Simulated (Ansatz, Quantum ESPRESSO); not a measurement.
# K(110), 4 layers, one monolayer of Cl on longbridge sites against a metal electrode, part 5 of 6

How does the Fermi level of K(110), 4 layers, one monolayer of Cl on longbridge sites move as charge is added against a counter-electrode?

Quantum ESPRESSO 7.5; plane-wave DFT, PBE, GBRV ultrasoft pseudopotentials; geometry by Ansatz 0.2.0 with PAW datasets.

So far. Step 8 (Self-consistent run: charge 0.116 e): Gauss's law asks for a slope of 180.95 q/A = 1.085 eV/Å in the gap; the run gives 1.086. Step 10 (SCF with pw.x: constant Fermi level -3.0 eV): Gauss's law asks for a slope of 180.95 q/A = -0.049 eV/Å in the gap; the run gives -0.049.

### 11. SCF with pw.x: constant Fermi level -4.5 eV

mu1.in

```
&control
  prefix = 'mu1'
  outdir = './out'
  pseudo_dir = './pseudo'
  calculation = 'scf'
  tprnfor = .true.
/
&system
  ibrav = 0
  nat = 5
  ntyp = 2
  ecutwfc = 40
  ecutrho = 200
  occupations = 'smearing'
  smearing = 'mv'
  degauss = 0.02
  assume_isolated = 'esm'
  esm_bc = 'bc3'
  lgcscf = .true.
  gcscf_mu = -4.5
  gcscf_conv_thr = 0.001
/
&electrons
  conv_thr = 1e-09
  mixing_beta = 0.2
  electron_maxstep = 160
  mixing_mode = 'TF'
  diagonalization = 'rmm-davidson'
  diago_rmm_conv = .false.
  diago_full_acc = .true.
/
ATOMIC_SPECIES
  K   39.0983  k_pbe_v1.4.uspp.F.UPF
  Cl  35.4500  cl_pbe_v1.4.uspp.F.UPF
CELL_PARAMETERS angstrom
  3.69816846560000 -2.61500000000000 0.00000000000000
  3.69816846560000 2.61500000000000 0.00000000000000
  0.00000000000000 0.00000000000000 29.09450539680000
ATOMIC_POSITIONS crystal
  K   0.000000000000 0.000000000000 -0.078916660353
  K   0.500000000000 0.500000000000 0.048192167047
  K   -0.000000000000 -0.000000000000 0.176335380334
  K   0.500000000000 0.500000000000 0.285589566662
  Cl  0.000000000000 0.000000000000 0.299927463331
K_POINTS automatic
  6 6 1 0 0 0
```

Run with:

```bash
> OMP_NUM_THREADS=1 mpirun -n 4 pw.x -nk 2 -in mu1.in > mu1.out
```

The program printed:

```text
[banner, memory and clock lines left out]
Program PWSCF v.7.5 starts
[...]
Message from routine iosys:
[...]
Message from routine setup:
[...]
number of electrons       =        43.00
     number of Kohn-Sham states=           26
     kinetic-energy cutoff     =      40.0000  Ry
     charge density cutoff     =     200.0000  Ry
[...]
number of k points=    13  Marzari-Vanderbilt smearing, width (Ry)=  0.0200
[...]
Dense  grid:   181459 G-vectors     FFT dimensions: (  40,  40, 250)
[...]
negative rho (up, down):  1.703E-02 0.000E+00
     Starting wfcs are   36 randomized atomic wfcs
[...]
negative rho (up, down):  1.747E-02 0.000E+00
[...]
estimated scf accuracy    <       2.37499562 Ry
[...]
the Fermi energy          =     -15.39598498 eV
[...]
negative rho (up, down):  2.047E-02 0.000E+00
[...]
estimated scf accuracy    <       0.29934807 Ry
[...]
the Fermi energy          =       2.29303219 eV
[...]
negative rho (up, down):  2.022E-02 0.000E+00
[...]
estimated scf accuracy    <       0.18765033 Ry
[...]
the Fermi energy          =      -0.31052013 eV
[...]
negative rho (up, down):  1.917E-02 0.000E+00
[...]
estimated scf accuracy    <       0.11154544 Ry
[...]
the Fermi energy          =      -1.73183486 eV
[...]
negative rho (up, down):  1.847E-02 0.000E+00
[...]
estimated scf accuracy    <       0.05051125 Ry
[...]
the Fermi energy          =      -3.42828963 eV
[...]
negative rho (up, down):  1.661E-02 0.000E+00
[...]
estimated scf accuracy    <       0.03024087 Ry
[...]
the Fermi energy          =      -3.55169223 eV
[...]
negative rho (up, down):  1.555E-02 0.000E+00
[...]
estimated scf accuracy    <       0.00628786 Ry
[...]
the Fermi energy          =      -3.64173016 eV
[...]
negative rho (up, down):  1.527E-02 0.000E+00
[...]
estimated scf accuracy    <       0.00297041 Ry
[...]
the Fermi energy          =      -4.47780431 eV
[...]
negative rho (up, down):  1.497E-02 0.000E+00
[...]
estimated scf accuracy    <       0.00160334 Ry
[...]
the Fermi energy          =      -4.57424571 eV
[...]
negative rho (up, down):  1.547E-02 0.000E+00
[...]
estimated scf accuracy    <       0.00044710 Ry
[...]
the Fermi energy          =      -4.61827556 eV
[...]
negative rho (up, down):  1.547E-02 0.000E+00
[...]
estimated scf accuracy    <       0.00032647 Ry
[...]
the Fermi energy          =      -4.25024974 eV
[...]
negative rho (up, down):  1.547E-02 0.000E+00
[...]
estimated scf accuracy    <       0.00035459 Ry
[...]
the Fermi energy          =      -4.25332192 eV
[...]
negative rho (up, down):  1.542E-02 0.000E+00
[...]
estimated scf accuracy    <       0.00006129 Ry
[...]
the Fermi energy          =      -4.28487629 eV
[...]
negative rho (up, down):  1.545E-02 0.000E+00
[...]
estimated scf accuracy    <       0.00004855 Ry
[...]
the Fermi energy          =      -4.37895442 eV
[...]
negative rho (up, down):  1.544E-02 0.000E+00
[...]
estimated scf accuracy    <       0.00004646 Ry
[...]
the Fermi energy          =      -4.39960022 eV
[...]
negative rho (up, down):  1.543E-02 0.000E+00
[...]
estimated scf accuracy    <       0.00001911 Ry
[...]
the Fermi energy          =      -4.42348661 eV
[...]
negative rho (up, down):  1.541E-02 0.000E+00
[...]
estimated scf accuracy    <       0.00001755 Ry
[...]
the Fermi energy          =      -4.42106925 eV
[...]
negative rho (up, down):  1.538E-02 0.000E+00
[...]
estimated scf accuracy    <       0.00001022 Ry
[...]
the Fermi energy          =      -4.41125305 eV
[...]
negative rho (up, down):  1.539E-02 0.000E+00
[...]
estimated scf accuracy    <       0.00000538 Ry
[...]
the Fermi energy          =      -4.45109719 eV
[...]
negative rho (up, down):  1.539E-02 0.000E+00
[...]
estimated scf accuracy    <       0.00000384 Ry
[...]
the Fermi energy          =      -4.47619162 eV
[...]
negative rho (up, down):  1.539E-02 0.000E+00
[...]
estimated scf accuracy    <       0.00000219 Ry
[...]
the Fermi energy          =      -4.47624227 eV
[...]
negative rho (up, down):  1.540E-02 0.000E+00
[...]
estimated scf accuracy    <       0.00000143 Ry
[...]
the Fermi energy          =      -4.47409655 eV
[...]
negative rho (up, down):  1.540E-02 0.000E+00
[...]
estimated scf accuracy    <       0.00000061 Ry
[...]
the Fermi energy          =      -4.49334793 eV
[...]
negative rho (up, down):  1.540E-02 0.000E+00
[...]
estimated scf accuracy    <       0.00000041 Ry
[...]
the Fermi energy          =      -4.48882848 eV
[...]
negative rho (up, down):  1.540E-02 0.000E+00
[...]
estimated scf accuracy    <       0.00000030 Ry
[...]
the Fermi energy          =      -4.49040538 eV
[...]
negative rho (up, down):  1.543E-02 0.000E+00
[...]
estimated scf accuracy    <       0.00000012 Ry
[...]
the Fermi energy          =      -4.49274357 eV
[...]
negative rho (up, down):  1.548E-02 0.000E+00
[...]
estimated scf accuracy    <       0.00000005 Ry
[...]
the Fermi energy          =      -4.49482482 eV
[...]
negative rho (up, down):  1.547E-02 0.000E+00
[...]
estimated scf accuracy    <       0.00000003 Ry
[...]
the Fermi energy          =      -4.49770763 eV
[...]
negative rho (up, down):  1.544E-02 0.000E+00
[...]
estimated scf accuracy    <       0.00000002 Ry
[...]
the Fermi energy          =      -4.49870441 eV
[...]
negative rho (up, down):  1.546E-02 0.000E+00
[...]
estimated scf accuracy    <       0.00000001 Ry
[...]
the Fermi energy          =      -4.49797651 eV
[...]
negative rho (up, down):  1.546E-02 0.000E+00
[...]
estimated scf accuracy    <          4.0E-09 Ry
[...]
the Fermi energy          =      -4.49861642 eV
[...]
negative rho (up, down):  1.545E-02 0.000E+00
[...]
estimated scf accuracy    <          2.5E-09 Ry
[...]
the Fermi energy          =      -4.49885143 eV
[...]
negative rho (up, down):  1.547E-02 0.000E+00
[...]
estimated scf accuracy    <          1.7E-09 Ry
[...]
the Fermi energy          =      -4.49897010 eV
[...]
negative rho (up, down):  1.548E-02 0.000E+00
[...]
the Fermi energy is    -4.4993 ev
!    total energy              =    -261.46002482 Ry
     estimated scf accuracy    <          6.0E-10 Ry
!    total charge of GC-SCF    =       0.02233259 e
     smearing contrib. (-TS)   =      -0.00064998 Ry
     internal energy E=F+TS    =    -261.45937484 Ry
[...]
one-electron contribution =  -10440.96839809 Ry
     hartree contribution      =    5214.83503185 Ry
     xc contribution           =     -45.52289396 Ry
     ewald contribution        =    5010.20427174 Ry
[...]
convergence has been achieved in  34 iterations
     negative rho (up, down):  1.548E-02 0.000E+00
[...]
Total force =     0.004755     Total SCF correction =     0.000041
[...]
```

Wall time 11 min (4 MPI ranks of Arm Neoverse V2, shared host); peak memory 1 GiB.

This step gave:

```
Fermi energy                                                   : -4.499 eV
charge found by GC-SCF                                         : 0.02233 e
vacuum line at the lower end of the cell, over the Fermi level : 2.438 eV
slope of the potential above                                   : 0.2091 eV/Å
vacuum line at the upper end of the cell, over the Fermi level : 4.499 eV
```

Gauss's law asks for a slope of 180.95 q/A = 0.209 eV/Å in the gap; the run gives 0.209.

### 12. Ground state: between two electrodes with a field of 0.004 Ry/bohr

bc2 puts electrodes at both ends of the cell; esm_efield times the cell length sets the bias between them, and the slab stays neutral.

bc2.in

```
&control
  prefix = 'bc2'
  outdir = './out'
  pseudo_dir = './pseudo'
  calculation = 'scf'
  tprnfor = .true.
/
&system
  ibrav = 0
  nat = 5
  ntyp = 2
  ecutwfc = 40
  ecutrho = 200
  occupations = 'smearing'
  smearing = 'mv'
  degauss = 0.02
  assume_isolated = 'esm'
  esm_bc = 'bc2'
  esm_efield = 0.004
/
&electrons
  conv_thr = 1e-07
  mixing_beta = 0.4
  electron_maxstep = 120
  mixing_mode = 'local-TF'
/
ATOMIC_SPECIES
  K   39.0983  k_pbe_v1.4.uspp.F.UPF
  Cl  35.4500  cl_pbe_v1.4.uspp.F.UPF
CELL_PARAMETERS angstrom
  3.69816846560000 -2.61500000000000 0.00000000000000
  3.69816846560000 2.61500000000000 0.00000000000000
  0.00000000000000 0.00000000000000 29.09450539680000
ATOMIC_POSITIONS crystal
  K   0.000000000000 0.000000000000 -0.189422061842
  K   0.500000000000 0.500000000000 -0.062313234442
  K   -0.000000000000 -0.000000000000 0.065829978845
  K   0.500000000000 0.500000000000 0.175084165173
  Cl  0.000000000000 0.000000000000 0.189422061842
K_POINTS automatic
  6 6 1 0 0 0
```

Run with:

```bash
> OMP_NUM_THREADS=1 mpirun -n 4 pw.x -nk 2 -in bc2.in > bc2.out
```

The program printed:

```text
[banner, memory and clock lines left out]
Program PWSCF v.7.5 starts
[citation notice left out]

[...]
Message from routine setup:
[...]
bravais-lattice index     =            0
     lattice parameter (alat)  =       8.5592  a.u.
     unit-cell volume          =    3797.4841 (a.u.)^3
     number of atoms/cell      =            5
     number of atomic types    =            2
     number of electrons       =        43.00
     number of Kohn-Sham states=           26
     kinetic-energy cutoff     =      40.0000  Ry
     charge density cutoff     =     200.0000  Ry
     scf convergence threshold =      1.0E-07
     mixing beta               =       0.4000
     number of iterations used =            8  local-TF  mixing
     Exchange-correlation=  SLA  PW   PBX  PBC
                           (   1   4   3   4   0   0   0)

     Effective Screening Medium Method
     Boundary Conditions: Metal-Slab-Metal
     total charge in unit cell        =   0.0000
     field strength                   =   0.0040 Ry/a.u.
     grid points for fit at edges     =        4

[...]
PseudoPot. # 1 for K  read from file:
     ./pseudo/k_pbe_v1.4.uspp.F.UPF
     Pseudo is Ultrasoft + core correction, Zval =  9.0
     Generated by new atomic code, or converted to UPF format
     Using radial grid of  841 points,  6 beta functions with:
                l(1) =   0
                l(2) =   0
                l(3) =   1
                l(4) =   1
                l(5) =   2
                l(6) =   2
     Q(r) pseudized with  6 coefficients,  rinner =    1.500   1.500   1.500
                                                       1.500   1.500

     PseudoPot. # 2 for Cl read from file:
     ./pseudo/cl_pbe_v1.4.uspp.F.UPF
     Pseudo is Ultrasoft + core correction, Zval =  7.0
     Generated by new atomic code, or converted to UPF format
     Using radial grid of  909 points,  6 beta functions with:
                l(1) =   0
                l(2) =   0
                l(3) =   1
                l(4) =   1
                l(5) =   2
                l(6) =   2
     Q(r) pseudized with  8 coefficients,  rinner =    1.300   1.300   1.300
                                                       1.300   1.300

     atomic species   valence    mass     pseudopotential
     K                 9.00    39.09830     K ( 1.00)
     Cl                7.00    35.45000     Cl( 1.00)

      4 Sym. Ops. (no inversion) found

[...]
number of k points=    13  Marzari-Vanderbilt smearing, width (Ry)=  0.0200
[...]
Dense  grid:   181459 G-vectors     FFT dimensions: (  40,  40, 250)

     Smooth grid:   129743 G-vectors     FFT dimensions: (  36,  36, 225)

     Initial potential from superposition of free atoms

     starting charge      40.9863, renormalised to      43.0000

     negative rho (up, down):  1.591E-02 0.000E+00
     Starting wfcs are   36 randomized atomic wfcs

     per-process dynamical memory:    91.0 Mb

     Self-consistent Calculation

     iteration #  1     ecut=    40.00 Ry     beta= 0.40
     Davidson diagonalization with overlap
     ethr =  1.00E-02,  avg # of iterations =  3.7

     negative rho (up, down):  2.885E-02 0.000E+00

     total energy              =    -261.53688919 Ry
     estimated scf accuracy    <      11.43718824 Ry

     iteration #  2     ecut=    40.00 Ry     beta= 0.40
[...]
negative rho (up, down):  3.511E-02 0.000E+00

[...]
total energy              =    -261.55647505 Ry
     estimated scf accuracy    <       1.71817714 Ry

     iteration #  3     ecut=    40.00 Ry     beta= 0.40
[...]
negative rho (up, down):  5.399E-02 0.000E+00

[...]
total energy              =    -261.26689079 Ry
     estimated scf accuracy    <       1.18307633 Ry

     iteration #  4     ecut=    40.00 Ry     beta= 0.40
[...]
negative rho (up, down):  4.965E-02 0.000E+00

[...]
total energy              =    -261.37636067 Ry
     estimated scf accuracy    <       0.13197813 Ry

     iteration #  5     ecut=    40.00 Ry     beta= 0.40
[...]
c_bands:  1 eigenvalues not converged
     c_bands:  1 eigenvalues not converged
[...]
negative rho (up, down):  4.358E-02 0.000E+00

[...]
total energy              =    -261.45748534 Ry
     estimated scf accuracy    <       0.14145755 Ry

     iteration #  6     ecut=    40.00 Ry     beta= 0.40
[...]
negative rho (up, down):  3.665E-02 0.000E+00

[...]
total energy              =    -261.46476402 Ry
     estimated scf accuracy    <       0.17520524 Ry

[...]
iteration # 34     ecut=    40.00 Ry     beta= 0.40
[...]
c_bands:  1 eigenvalues not converged
[...]
negative rho (up, down):  1.437E-02 0.000E+00

[...]
total energy              =    -261.46160499 Ry
     estimated scf accuracy    <       0.00000032 Ry

     iteration # 35     ecut=    40.00 Ry     beta= 0.40
[...]
negative rho (up, down):  1.436E-02 0.000E+00

[...]
total energy              =    -261.46160175 Ry
     estimated scf accuracy    <       0.00000014 Ry

     iteration # 36     ecut=    40.00 Ry     beta= 0.40
[...]
c_bands:  1 eigenvalues not converged
[...]
negative rho (up, down):  1.437E-02 0.000E+00

[...]
total energy              =    -261.46159812 Ry
     estimated scf accuracy    <       0.00000014 Ry

     iteration # 37     ecut=    40.00 Ry     beta= 0.40
[...]
negative rho (up, down):  1.438E-02 0.000E+00

[...]
End of self-consistent calculation

          k = 0.0000 0.0000 0.0000 ( 16277 PWs)   bands (ev):

   -33.3957 -33.2438 -33.1998 -32.3651 -17.0323 -16.8850 -16.8378 -16.8324
   -16.7179 -16.7051 -16.6881 -16.6649 -16.6571 -16.6446 -16.0006 -15.9080
   -15.8533  -5.3671  -4.9760  -4.7005  -3.0600  -2.4686  -1.5304  -0.3093
     0.3912   0.8600

          k = 0.1021 0.1443 0.0000 ( 16245 PWs)   bands (ev):

   -33.3951 -33.2432 -33.1992 -32.3638 -17.2520 -16.8833 -16.8489 -16.8351
   -16.7202 -16.7145 -16.6934 -16.6660 -16.6638 -16.6492 -15.9552 -15.8614
   -15.6501  -5.3898  -5.1027  -4.9167  -2.8002  -2.2139  -1.2769  -0.1341
     0.6275   1.0465

[...]
the Fermi energy is    -1.0551 ev

!    total energy              =    -261.46159484 Ry
     estimated scf accuracy    <       0.00000006 Ry
     smearing contrib. (-TS)   =      -0.00065894 Ry
     internal energy E=F+TS    =    -261.46093591 Ry

     The total energy is F=E-TS. E is the sum of the following terms:
     one-electron contribution =   -6309.10074983 Ry
     hartree contribution      =    3154.13025533 Ry
     xc contribution           =     -45.53463871 Ry
     ewald contribution        =    2939.04419730 Ry

     convergence has been achieved in  37 iterations

     negative rho (up, down):  1.438E-02 0.000E+00

     Forces acting on atoms (cartesian axes, Ry/au):

     atom    1 type  1   force =     0.00000000    0.00000000   -0.00070699
     atom    2 type  1   force =     0.00000000    0.00000000    0.00029685
     atom    3 type  1   force =     0.00000000    0.00000000   -0.00096816
     atom    4 type  1   force =     0.00000000    0.00000000   -0.00292685
     atom    5 type  2   force =     0.00000000    0.00000000    0.00434090

     Total force =     0.005379     Total SCF correction =     0.000863
     SCF correction compared to forces is large: reduce conv_thr to get better values

[...]
```

Wall time 2.6 min (4 MPI ranks); peak memory 1 GiB.

Numbers from this step:

* Fermi energy: -1.055 eV
* slope of the potential below: -0.2510 eV/Å
* vacuum line at the lower end of the cell, over the Fermi level: 4.048 eV
* slope of the potential above: -0.2503 eV/Å
* vacuum line at the upper end of the cell, over the Fermi level: 1.055 eV

The potential energy, planar mean oscillates, so the rows of the table below give means over windows of 3.84 Å about each position, cut where the curve ends. Its maxima inside the range that stand out by 2 % of the span (Å: eV): -3.7: 1.83, 0.1: 1.84, 3.6: 0.997, 7.5: 2.75. Its minima: -5.5: -7.88, -1.9: -7.79, 2.0: -7.74, 5.3: -13.2.

Electrostatic potential energy of an electron; zero at the Fermi level. Table of potential energy, planar mean by z; means over each step:

```csv
z (Å),"potential energy, planar mean (eV)"
-12.63,3.57
-8.79,2.43
-4.95,-1.22
-1.11,-1.14
2.73,-1.73
6.57,-1.87
10.41,2.09
14.25,1.35
```

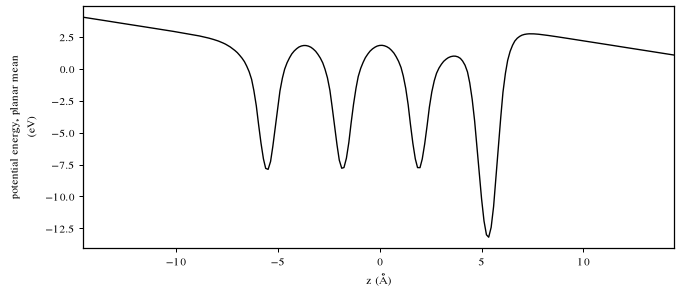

Potential energy, planar mean, plotted against z.

The set field of 0.103 V/Å over 29.1 Å is a bias of 2.99 V; the two ends of the cell differ by 2.99 eV. The slope in the vacuum is 0.250 eV/Å in size, more than the set field: the sheet's own dipole step, 0.85 eV at zero charge, adds to what the vacuum must drop, and the slab carries little of it.

(Continued in part 6 of 6.)

[Logs are printed without paths, hosts, clocks, repeated set-up lines and the standing remarks that a program may print on its own settings, such as how far it seeks lower states.]

[Hosts, paths, dates, database ids (printed as entryN), source tags and the programs' standing remarks are cut or masked in the printed files.]

[Maps of the electrostatic potential energy from Ansatz leave out the sawtooth potential of an applied field or a dipole correction, so their vacuum need not be flat; planar profiles and work functions include it.]
